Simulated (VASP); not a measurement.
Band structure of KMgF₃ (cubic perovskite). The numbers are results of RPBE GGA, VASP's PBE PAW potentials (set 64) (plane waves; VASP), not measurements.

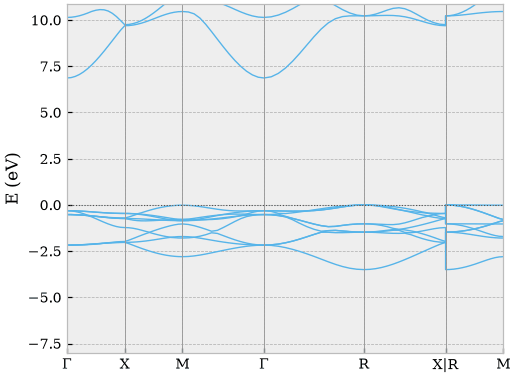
Figure. Bands along high-symmetry lines, zero at the valence-band maximum or, without a gap, the Fermi level

Q: Read the plot: is there a gap, and where are the band edges?

A: The gap is indirect, 6.87 eV, from the valence maximum at R to the conduction minimum at Γ. (Edges off the drawn lines would not show.)

Measured: gap 12.40 eV (computed value off by -5.53 eV), as given by M. Sahnoun et al., Materials Chemistry and Physics (2004), doi:10.1016/j.matchemphys.2004.11.019.

The compound is KMgF3 in the cubic perovskite structure. It was relaxed first, which changed the volume by +11 %.
